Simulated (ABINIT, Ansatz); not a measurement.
# A GW chain in ABINIT: PNO (Cc), part 2 of 3

Wanted: ground state, empty states, screening and self-energy for PNO (Cc).

ABINIT 10.8.3; LDA and many-body steps on it, plane waves. Known limits of the many-body steps: not at the basis limit; coarse k mesh.

So far. Step 2 (Ground state): The gap is indirect, with the least direct gap 0.54 eV higher.

### Step 3. Bands along the symmetry lines

Level of this step: DFT, LDA, plane waves, norm-conserving pseudopotentials (ABINIT).

The cheap functional maps the bands first; the places of the edges decide which points the dearer methods must see.

Input file run.abi:

```
acell 3*1.0 Angstrom
rprim 
  3.278002254000 -3.286113380400 0.000000000000
  3.278002254000 3.286113380400 0.000000000000
  -3.028551860300 0.000000000000 3.488865954800
ntypat 3
znucl 15 7 8
natom 6
typat 1 1 2 2 3 3
xred 
  0.730409600000 0.010313920000 0.000167090000
  0.010313920000 0.730409600000 0.500167090000
  0.742864730000 0.382544620000 0.249632690000
  0.382544620000 0.742864730000 0.749632690000
  0.883089610000 0.000777520000 0.750200220000
  0.000777520000 0.883089610000 0.250200220000
pp_dirpath "pseudos"
pseudos "P.upf, N.upf, O.upf"
ecut 36
iscf -2
irdden 1
kptopt 0
nkpt 59
kpt 
  0.00000000 0.00000000 0.00000000
  0.00000000 0.00000000 -0.06250000
  0.00000000 0.00000000 -0.12500000
  0.00000000 0.00000000 -0.18750000
  0.00000000 0.00000000 -0.25000000
  0.00000000 0.00000000 -0.31250000
  0.00000000 0.00000000 -0.37500000
  0.00000000 0.00000000 -0.43750000
  0.00000000 0.00000000 -0.50000000
  -0.03509198 0.03509198 -0.50000000
  -0.07018397 0.07018397 -0.50000000
  -0.10527595 0.10527595 -0.50000000
  -0.14036793 0.14036793 -0.50000000
  -0.17545992 0.17545992 -0.50000000
  -0.21055190 0.21055190 -0.50000000
  -0.24564389 0.24564389 -0.50000000
  -0.28073587 0.28073587 -0.50000000
  0.28073587 0.71926413 -0.50000000
  0.30814389 0.69185611 -0.50000000
  0.33555190 0.66444810 -0.50000000
  0.36295992 0.63704008 -0.50000000
  0.39036793 0.60963207 -0.50000000
  0.41777595 0.58222405 -0.50000000
  0.44518397 0.55481603 -0.50000000
  0.47259198 0.52740802 -0.50000000
  0.50000000 0.50000000 -0.50000000
  0.43750000 0.43750000 -0.43750000
  0.37500000 0.37500000 -0.37500000
  0.31250000 0.31250000 -0.31250000
  0.25000000 0.25000000 -0.25000000
  0.18750000 0.18750000 -0.18750000
  0.12500000 0.12500000 -0.12500000
  0.06250000 0.06250000 -0.06250000
  0.00000000 0.00000000 0.00000000
  -0.06250000 0.06250000 0.00000000
  -0.12500000 0.12500000 0.00000000
  -0.18750000 0.18750000 0.00000000
  -0.25000000 0.25000000 0.00000000
  -0.31250000 0.31250000 0.00000000
  -0.37500000 0.37500000 0.00000000
  -0.43750000 0.43750000 0.00000000
  -0.50000000 0.50000000 0.00000000
  0.00000000 0.50000000 -0.50000000
  0.00000000 0.43750000 -0.43750000
  0.00000000 0.37500000 -0.37500000
  0.00000000 0.31250000 -0.31250000
  0.00000000 0.25000000 -0.25000000
  0.00000000 0.18750000 -0.18750000
  0.00000000 0.12500000 -0.12500000
  0.00000000 0.06250000 -0.06250000
  0.00000000 0.00000000 0.00000000
  0.00000000 0.06250000 0.00000000
  0.00000000 0.12500000 0.00000000
  0.00000000 0.18750000 0.00000000
  0.00000000 0.25000000 0.00000000
  0.00000000 0.31250000 0.00000000
  0.00000000 0.37500000 0.00000000
  0.00000000 0.43750000 0.00000000
  -0.00000000 0.50000000 0.00000000
istwfk *1
nband 23
nbdbuf 2
tolwfr 1e-08
nstep 40
prtwf 0
prtvol 0
indata_prefix "in"
outdata_prefix "out"
tmpdata_prefix "tmp"
```

On the command line:

```
OMP_NUM_THREADS=1 mpirun -n 4 abinit run.abi > log
```

Numbers of over 12 decimals in the logs are rounded to 6 here.

The program printed:

```text
.Version 10.8.3 of ABINIT. v10.8.2 released Aug 2026.

 Symmetries : space group Cc (#  9); Bravais mC (1-face-center monocl.)
[... echo of the input left out ...]
== DATASET  1 ==================================================================
-   mpi_nproc: 4, omp_nthreads: 1 (-1 if OMP is not activated)

--- !DatasetInfo
iteration_state: {dtset: 1, }
dimensions: {natom: 6, nkpt: 59, mband: 23, nsppol: 1, nspinor: 1, nspden: 1, mpw: 5260, }
cutoff_energies: {ecut:  36.0, pawecutdg:  -1.0, }
electrons: {nelect:   3.20000000E+01, charge:   0.00000000E+00, occopt:   1.00000000E+00, tsmear:   1.00000000E-02, }

 Real(R)+Recip(G) space primitive vectors, cartesian coordinates (Bohr,Bohr^-1):
 R(1)=  6.1945265 -6.2098543  0.0000000  G(1)=  0.0807164 -0.0805172  0.0700669
 R(2)=  6.1945265  6.2098543  0.0000000  G(2)=  0.0807164  0.0805172  0.0700669
 R(3)= -5.7231336  0.0000000  6.5930011  G(3)=  0.0000000  0.0000000  0.1516760
 Unit cell volume ucvol=  5.0722736E+02 bohr^3
 Angles (23,13,12)=  1.17578149E+02  1.17578149E+02  9.01415981E+01 degrees

 getcut: wavevector=  0.0000  0.0000  0.0000  ngfft=  48  48  48
         ecut(hartree)=     36.000   => boxcut(ratio)=   2.02615

--- Pseudopotential description ------------------------------------------------
- P Generated using ONCVPSP code by D. R. Hamann
- 15.00000   5.00000  180309                  znucl, zion, pspdat
12 -1012 2 -1 1298                            pspcod,pspxc,lmax,lloc,mmax
     nproj     2     2     2
  pspatm : epsatm=    7.03163270
         --- l  ekb(1:nproj) -->
             0    6.795192    1.078292
             1    3.452929    0.907117
             2   -3.024864   -0.802189
 pspatm: atomic psp has been read  and splines computed

- N Generated using ONCVPSP code by D. R. Hamann
-  7.00000   5.00000  180309                  znucl, zion, pspdat
12 -1012 1 -1 1058                            pspcod,pspxc,lmax,lloc,mmax
     nproj     2     2     0
  pspatm : epsatm=    5.30777321
         --- l  ekb(1:nproj) -->
[...]
pspatm: atomic psp has been read  and splines computed

- O Generated using ONCVPSP code by D. R. Hamann
-  8.00000   6.00000  201201                  znucl, zion, pspdat
12 -1012 2 -1 926                             pspcod,pspxc,lmax,lloc,mmax
     nproj     2     2     1
  pspatm : epsatm=    6.27558587
         --- l  ekb(1:nproj) -->
[...]
2   -1.033686
 pspatm: atomic psp has been read  and splines computed

--------------------------------------------------------------------------------

================================================================================
 prteigrs : about to open file out_EIG
 Non-SCF case, kpt    1 (  0.00000  0.00000  0.00000), residuals and eigenvalues=
  5.34E-09  5.03E-09  4.66E-09  5.36E-09  9.39E-09  7.48E-09  7.07E-09  4.23E-09
[...]
3.0062E-03  9.1239E-03  2.9360E-02  3.9925E-02  3.0556E-01  3.1907E-01
  3.5099E-01  3.6848E-01  3.7790E-01  4.1152E-01  4.2476E-01

--- !ResultsGS
iteration_state: {dtset: 1, }
comment   : Summary of ground state results
lattice_vectors:
- [  6.1945265,  -6.2098543,   0.0000000, ]
- [  6.1945265,   6.2098543,   0.0000000, ]
- [ -5.7231336,   0.0000000,   6.5930011, ]
lattice_lengths: [   8.77123,    8.77123,    8.73052, ]
lattice_angles: [117.578, 117.578,  90.142, ] # degrees, (23, 13, 12)
lattice_volume:   5.0722736E+02
convergence: {deltae:  0.000E+00, res2:  0.000E+00, residm:  9.987E-09, diffor:  0.000E+00, }
etotal    :  -6.77672323E+01
entropy   :   0.00000000E+00
fermie    :   7.34964566E-02
cartesian_stress_tensor: null
pressure_GPa: null
xred      :
- [  7.3041E-01,   1.0314E-02,   1.6709E-04,  P]
- [  1.0314E-02,   7.3041E-01,   5.0017E-01,  P]
- [  7.4286E-01,   3.8254E-01,   2.4963E-01,  N]
- [  3.8254E-01,   7.4286E-01,   7.4963E-01,  N]
- [  8.8309E-01,   7.7752E-04,   7.5020E-01,  O]
- [  7.7752E-04,   8.8309E-01,   2.5020E-01,  O]
cartesian_forces: null
force_length_stats: {min: null, max: null, mean: null, }

 Integrated electronic density in atomic spheres:
 ------------------------------------------------
 Atom  Sphere_radius  Integrated_density
[...]
================================================================================

 ----iterations are completed or convergence reached----

 Mean square residual over all n,k,spin=   58.393E-10; max=  99.872E-10
 reduced coordinates (array xred) for    6 atoms
[...]
0.883089610000      0.000777520000      0.750200220000
       0.000777520000      0.883089610000      0.250200220000

 cartesian coordinates (angstrom) at end:
    1      2.427587    -2.366316     0.000582955
    2      0.913311     2.366316     1.745016
    3      2.933069    -1.184053     0.870935
    4      1.418793     1.184053     2.615368
    5      0.625298    -2.899378     2.617348
    6      2.139574     2.899378     0.872915
 length scales=  1.889726125908  1.889726125908  1.889726125908 bohr
              =  1.000000000000  1.000000000000  1.000000000000 angstroms
 prteigrs : about to open file out_EIG
 Eigenvalues (hartree) for nkpt=  59  k points:
 kpt#   1, nband= 23, wtk=  1.00000, kpt=  0.0000  0.0000  0.0000 (reduced coord)
[...]
kpt#   2, nband= 23, wtk=  1.00000, kpt=  0.0000  0.0000 -0.0625 (reduced coord)
[...]
kpt#   3, nband= 23, wtk=  1.00000, kpt=  0.0000  0.0000 -0.1250 (reduced coord)
[...]
kpt#  58, nband= 23, wtk=  1.00000, kpt=  0.0000  0.4375  0.0000 (reduced coord)
[...]
0.30249    0.31824    0.34992    0.36500    0.38123    0.41262    0.42891
 kpt#  59, nband= 23, wtk=  1.00000, kpt=  0.0000  0.5000  0.0000 (reduced coord)
  -0.73624   -0.64953   -0.54630   -0.49883   -0.36482   -0.25065   -0.23066   -0.21234
  -0.11694   -0.08800   -0.06999   -0.03769    0.00301    0.00912    0.02936    0.03992
   0.30556    0.31907    0.35099    0.36848    0.37790    0.41152    0.42476

== END DATASET(S) ==============================================================
================================================================================

 -outvars: echo values of variables after computation  --------
            nband          23
             nkpt          59
          spgroup           9
 [... the other variables as echoed above ...]

 Calculation completed.
```

Wall time 63 s (4 MPI ranks of Arm Neoverse N1, shared host); peak memory 0.38 GiB; 4.2 min of CPU time.

Numbers from this step:

```yaml
gap: 5.021 eV
k_of_the_valence_top: -0.5, 0.5, 0
k_of_the_conduction_bottom: 0, 0, 0
least_direct_gap: 5.560 eV
```

The gap is 5.021 eV, as in the run before at this level.

Electronic bands along the path, in eV, zero at the top of the highest filled band:

```tsv
point	band 13	band 14	band 15	band 16	band 17	band 18	band 19	band 20
Γ	-1.97	-1.84	-0.59	-0.54	5.02	5.45	7.48	8.26
A	-2.08	-2.08	-0.89	-0.89	7.01	7.01	8.21	8.21
I2	-1.59	-1.59	-1.01	-1.01	6.50	6.50	7.96	7.96
jump to I	-1.59	-1.59	-1.01	-1.01	6.50	6.50	7.96	7.96
M2	-1.39	-1.39	-0.95	-0.95	6.42	6.42	7.68	7.68
Γ	-1.97	-1.84	-0.59	-0.54	5.02	5.45	7.48	8.26
Y	-2.46	-2.13	-0.61	0.00	5.74	7.00	7.35	8.34
jump to L2	-2.70	-1.41	-0.78	-0.21	5.72	6.88	7.67	8.58
Γ	-1.97	-1.84	-0.59	-0.54	5.02	5.45	7.48	8.26
V2	-1.92	-1.75	-1.20	-0.91	6.31	6.68	7.55	8.03
```

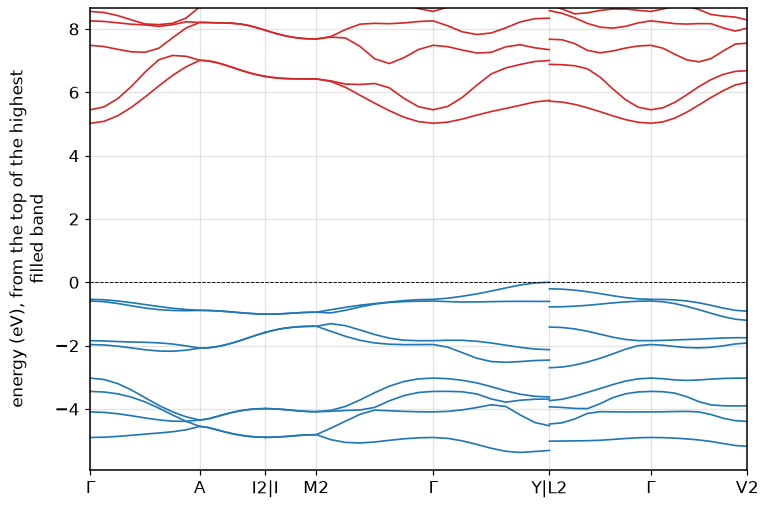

Electronic bands along the path; lines of filled and empty bands in two colours.

### Step 4. Empty states on the mesh, 2×2×4 mesh, 56 bands

The sums over transitions need many empty states on a uniform mesh; this step solves for them.

Input file run.abi:

```
acell 3*1.0 Angstrom
rprim 
  3.278002254000 -3.286113380400 0.000000000000
  3.278002254000 3.286113380400 0.000000000000
  -3.028551860300 0.000000000000 3.488865954800
ntypat 3
znucl 15 7 8
natom 6
typat 1 1 2 2 3 3
xred 
  0.730409600000 0.010313920000 0.000167090000
  0.010313920000 0.730409600000 0.500167090000
  0.742864730000 0.382544620000 0.249632690000
  0.382544620000 0.742864730000 0.749632690000
  0.883089610000 0.000777520000 0.750200220000
  0.000777520000 0.883089610000 0.250200220000
pp_dirpath "pseudos"
pseudos "P.upf, N.upf, O.upf"
ecut 36
ngkpt 2 2 4
nshiftk 1
shiftk 0 0 0
kptopt 1
chksymbreak 0
iscf -2
irdden 1
istwfk *1
nband 56
nbdbuf 4
tolwfr 1e-09
nstep 60
prtvol 0
indata_prefix "in"
outdata_prefix "out"
tmpdata_prefix "tmp"
```

The program printed:

```text
.Version 10.8.3 of ABINIT. v10.8.2 released Aug 2026.

 Symmetries : space group Cc (#  9); Bravais mC (1-face-center monocl.)
[... echo of the input left out ...]
== DATASET  1 ==================================================================
-   mpi_nproc: 4, omp_nthreads: 1 (-1 if OMP is not activated)

--- !DatasetInfo
iteration_state: {dtset: 1, }
dimensions: {natom: 6, nkpt: 9, mband: 56, nsppol: 1, nspinor: 1, nspden: 1, mpw: 5252, }
cutoff_energies: {ecut:  36.0, pawecutdg:  -1.0, }
electrons: {nelect:   3.20000000E+01, charge:   0.00000000E+00, occopt:   1.00000000E+00, tsmear:   1.00000000E-02, }

 Real(R)+Recip(G) space primitive vectors, cartesian coordinates (Bohr,Bohr^-1):
 R(1)=  6.1945265 -6.2098543  0.0000000  G(1)=  0.0807164 -0.0805172  0.0700669
 R(2)=  6.1945265  6.2098543  0.0000000  G(2)=  0.0807164  0.0805172  0.0700669
 R(3)= -5.7231336  0.0000000  6.5930011  G(3)=  0.0000000  0.0000000  0.1516760
 Unit cell volume ucvol=  5.0722736E+02 bohr^3
 Angles (23,13,12)=  1.17578149E+02  1.17578149E+02  9.01415981E+01 degrees

 getcut: wavevector=  0.0000  0.0000  0.0000  ngfft=  48  48  48
         ecut(hartree)=     36.000   => boxcut(ratio)=   2.02615

--- Pseudopotential description ------------------------------------------------
- P Generated using ONCVPSP code by D. R. Hamann
- 15.00000   5.00000  180309                  znucl, zion, pspdat
12 -1012 2 -1 1298                            pspcod,pspxc,lmax,lloc,mmax
     nproj     2     2     2
  pspatm : epsatm=    7.03163270
         --- l  ekb(1:nproj) -->
             0    6.795192    1.078292
             1    3.452929    0.907117
             2   -3.024864   -0.802189
 pspatm: atomic psp has been read  and splines computed

- N Generated using ONCVPSP code by D. R. Hamann
-  7.00000   5.00000  180309                  znucl, zion, pspdat
12 -1012 1 -1 1058                            pspcod,pspxc,lmax,lloc,mmax
     nproj     2     2     0
  pspatm : epsatm=    5.30777321
         --- l  ekb(1:nproj) -->
[...]
pspatm: atomic psp has been read  and splines computed

- O Generated using ONCVPSP code by D. R. Hamann
-  8.00000   6.00000  201201                  znucl, zion, pspdat
12 -1012 2 -1 926                             pspcod,pspxc,lmax,lloc,mmax
     nproj     2     2     1
  pspatm : epsatm=    6.27558587
         --- l  ekb(1:nproj) -->
[...]
2   -1.033686
 pspatm: atomic psp has been read  and splines computed

--------------------------------------------------------------------------------

================================================================================
 prteigrs : about to open file out_EIG
 Non-SCF case, kpt    1 (  0.00000  0.00000  0.00000), residuals and eigenvalues=
  2.00E-10  5.18E-10  4.00E-10  2.09E-10  4.38E-10  2.47E-10  2.75E-10  2.52E-10
  2.50E-10  4.38E-10  8.06E-10  1.45E-10  1.56E-10  1.73E-10  7.87E-10  4.10E-10
  3.32E-10  1.74E-10  9.10E-10  7.40E-10  8.02E-10  1.61E-10  1.69E-10  3.27E-10
[...]
-7.4320E-01 -6.4812E-01 -5.2158E-01 -4.6041E-01 -4.3847E-01 -2.5704E-01
 -2.4169E-01 -2.1458E-01 -1.0663E-01 -7.6958E-02 -5.3180E-02 -3.7729E-02
  1.2442E-03  5.6982E-03  5.1725E-02  5.3701E-02  2.5803E-01  2.7369E-01
[...]
9.7949E-01  1.0022E+00  1.0383E+00  1.0875E+00  1.0975E+00  1.1108E+00
  1.1157E+00  1.1469E+00  1.1537E+00  1.1600E+00  1.1804E+00  1.2002E+00
  1.2103E+00  1.2747E+00
 prteigrs : prtvol=0 or 1, do not print more k-points.

--- !ResultsGS
iteration_state: {dtset: 1, }
comment   : Summary of ground state results
lattice_vectors:
- [  6.1945265,  -6.2098543,   0.0000000, ]
- [  6.1945265,   6.2098543,   0.0000000, ]
- [ -5.7231336,   0.0000000,   6.5930011, ]
lattice_lengths: [   8.77123,    8.77123,    8.73052, ]
lattice_angles: [117.578, 117.578,  90.142, ] # degrees, (23, 13, 12)
lattice_volume:   5.0722736E+02
convergence: {deltae:  0.000E+00, res2:  0.000E+00, residm:  9.958E-10, diffor:  0.000E+00, }
etotal    :  -6.77672323E+01
entropy   :   0.00000000E+00
fermie    :   7.34964566E-02
cartesian_stress_tensor: null
pressure_GPa: null
xred      :
- [  7.3041E-01,   1.0314E-02,   1.6709E-04,  P]
- [  1.0314E-02,   7.3041E-01,   5.0017E-01,  P]
- [  7.4286E-01,   3.8254E-01,   2.4963E-01,  N]
- [  3.8254E-01,   7.4286E-01,   7.4963E-01,  N]
- [  8.8309E-01,   7.7752E-04,   7.5020E-01,  O]
- [  7.7752E-04,   8.8309E-01,   2.5020E-01,  O]
cartesian_forces: null
force_length_stats: {min: null, max: null, mean: null, }

 Integrated electronic density in atomic spheres:
 ------------------------------------------------
 Atom  Sphere_radius  Integrated_density
[...]
================================================================================

 ----iterations are completed or convergence reached----

 Mean square residual over all n,k,spin=   53.509E-11; max=  99.578E-11
 reduced coordinates (array xred) for    6 atoms
[...]
0.883089610000      0.000777520000      0.750200220000
       0.000777520000      0.883089610000      0.250200220000

 cartesian coordinates (angstrom) at end:
    1      2.427587    -2.366316     0.000582955
    2      0.913311     2.366316     1.745016
    3      2.933069    -1.184053     0.870935
    4      1.418793     1.184053     2.615368
    5      0.625298    -2.899378     2.617348
    6      2.139574     2.899378     0.872915
 length scales=  1.889726125908  1.889726125908  1.889726125908 bohr
              =  1.000000000000  1.000000000000  1.000000000000 angstroms
 prteigrs : about to open file out_EIG
 Eigenvalues (hartree) for nkpt=   9  k points:
 kpt#   1, nband= 56, wtk=  0.06250, kpt=  0.0000  0.0000  0.0000 (reduced coord)
[...]
0.96273    0.96636    0.97949    1.00223    1.03826    1.08752    1.09755    1.11079
   1.11568    1.14693    1.15366    1.15997    1.18039    1.20020    1.21026    1.27472
 prteigrs : prtvol=0 or 1, do not print more k-points.

== END DATASET(S) ==============================================================
================================================================================

 -outvars: echo values of variables after computation  --------
            nband          56
             nkpt           9
          spgroup           9
 [... the other variables as echoed above ...]

 Calculation completed.
```

It took 37 s on 4 MPI ranks; peak memory 0.31 GiB; 2.5 min of CPU time.

Numbers from this step:

- gap: 5.021 eV
- k of the valence top: 0.5, 0.5, 0
- k of the conduction bottom: 0, 0, 0
- least direct gap: 5.560 eV
- k points computed: 9
- lowest point of the top converged band, above the valence top: 29.56 eV

On this mesh the gap is 5.021 eV.

### Step 5. Screening, 2×2×4 mesh, 52 bands, screening to 98 eV

The RPA dielectric matrix is built and inverted for each q.

This step: RPA screening on LDA, plane waves, norm-conserving pseudopotentials.

Changes to run.abi since step 4:

```diff
@@ -24,10 +24,11 @@
 chksymbreak 0
-iscf -2
-irdden 1
 istwfk *1
-nband 56
-nbdbuf 4
-tolwfr 1e-09
-nstep 60
-prtvol 0
+occopt 1
+irdwfk 1
+optdriver 3
+nband 52
+ecuteps 3.6
+inclvkb 2
+awtr 1
+symchi 1
 indata_prefix "in"
```

The program printed:

```text
.Version 10.8.3 of ABINIT. v10.8.2 released Aug 2026.

 Symmetries : space group Cc (#  9); Bravais mC (1-face-center monocl.)
[... echo of the input left out ...]
== DATASET  1 ==================================================================
-   mpi_nproc: 4, omp_nthreads: 1 (-1 if OMP is not activated)

--- !DatasetInfo
iteration_state: {dtset: 1, }
dimensions: {natom: 6, nkpt: 9, mband: 52, nsppol: 1, nspinor: 1, nspden: 1, mpw: 5252, }
cutoff_energies: {ecut:  36.0, pawecutdg:  -1.0, }
electrons: {nelect:   3.20000000E+01, charge:   0.00000000E+00, occopt:   1.00000000E+00, tsmear:   1.00000000E-02, }

 SCREENING: Calculation of the susceptibility and dielectric matrices

 Based on a program developped by R.W. Godby, V. Olevano, G. Onida, and L. Reining.
 Incorporated in ABINIT by V. Olevano, G.-M. Rignanese, and M. Torrent.
.Using double precision arithmetic ; gwpc =  8

[... cell and pseudopotentials left out ...]
--------------------------------------------------------------------------------

 ==== K-mesh for the wavefunctions ====
 Number of points in the irreducible wedge :     9
[... list of points left out ...]
 Together with  2 symmetry operations and time-reversal symmetry
 yields    16 points in the full Brillouin Zone.

 ==== Q-mesh for the screening function ====
 Number of points in the irreducible wedge :     9
[... list of points left out ...]
 Together with  2 symmetry operations and time-reversal symmetry
 yields    16 points in the full Brillouin Zone.

 setmesh: FFT mesh size selected  =    27x   27x   24
          total number of points  =        17496

 vcoul_init : cutoff-mode = AUXILIARY_FUNCTION
 q-points for optical limit:   1
     1)      0.000010    0.000020    0.000030

- screening: taking advantage of time-reversal symmetry
- Maximum band index for partially occupied states nbvw = 16
- Remaining bands to be divided among processors   nbcw = 36
- Number of bands treated by each node ~9

 Number of electrons calculated from density =   32.0000; Expected =   32.0000
 average of density, n =  0.063088
 r_s =    1.5583
 omega_plasma =   24.2287 [eV]

 calculating chi0 at frequencies [eV] :
  1    0.000000E+00    0.000000E+00
  2    0.000000E+00    2.422865E+01

--------------------------------------------------------------------------------
  q-point number  1        q = ( 0.000000, 0.000000, 0.000000) [r.l.u.]
--------------------------------------------------------------------------------
[... chi0 elements left out ...]
 For q-point:  0.000010 0.000020 0.000030
  dielectric constant =   3.2458
  dielectric constant without local fields =   3.5018

  Average fulfillment of the sum rule on Im[epsilon] for q-point    1 :     36.89  [%]
[... wings left out ...]
  q-point number  2        q = ( 0.500000, 0.000000, 0.000000) [r.l.u.]
--------------------------------------------------------------------------------
[... chi0 elements left out ...]
  Average fulfillment of the sum rule on Im[epsilon] for q-point    2 :     48.18  [%]

 [... 7 further q-points ...]
```

The job ended after 20 s (4 MPI ranks; peak memory 0.71 GiB).

Numbers from this step:

```yaml
eps_infinity_with_local_fields_on_this_mesh_along_the_program_s_q_direction: 3.246
the_same_without_local_fields: 3.502
plasma_frequency: 24.23 eV
plane_waves_in_the_screening_matrix: 169
```

Local fields lower ε∞ by 7 %. On a Γ-centred mesh this coarse the value itself is usually too large, while a short band sum pulls it down.

(Part 2 of 3 ends here.)

[Paths, hosts, dates, memory and timing lines, banners, echoed tables and standing remarks are left out of the program output.]

[Logs are printed without paths, hosts, clocks, repeated set-up lines and the standing remarks that a program may print on its own settings, such as how far it seeks lower states.]

[Runs of the session that timed out or met a known fault of the program may be left out.]

[Hosts, paths, dates, database ids (printed as entryN), source tags and the programs' standing remarks are cut or masked in the printed files.]

[G0W0 gaps are taken among the corrected bands and points alone; a level outside them can change the order at an edge.]

[Where Ansatz stands beside ABINIT at settings called matched, ABINIT's density can come from a denser mesh and the files from another edition; pairs whose starting gaps differed by over 0.03 eV were left out, so agreement reads better than it is.]
